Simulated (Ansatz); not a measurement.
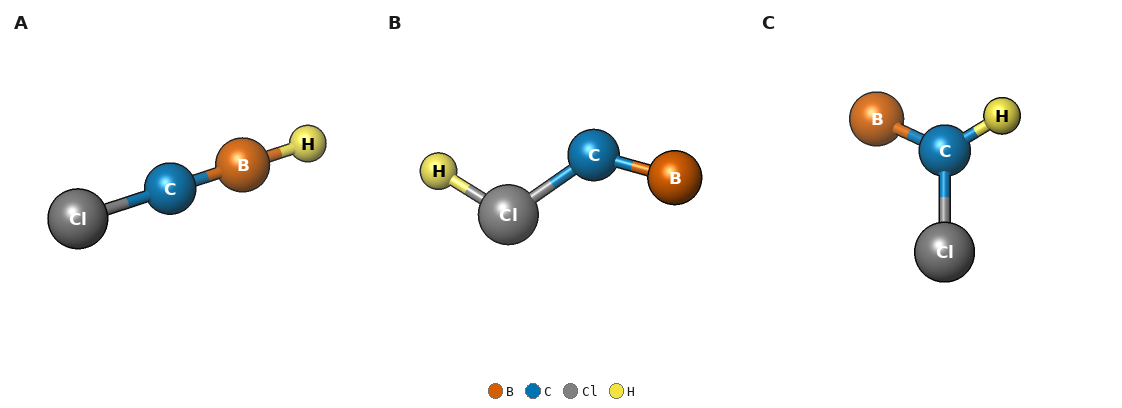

3 stationary structures of one formula. Charge −1, singlet. Geometries: PBE0-D4/def2-TZVPD. Electronic energies: RHF-CCSD(T) (frozen core)/def2-TZVPPD (Ansatz 0.2.0), without zero-point energy. No frequency run is at hand to confirm each as a minimum.

Which is lowest in energy, and by how much?

Answer. A is lowest (C∞v); C lies 0.757 eV above it (Cs), B lies 5.118 eV above it (Cs).
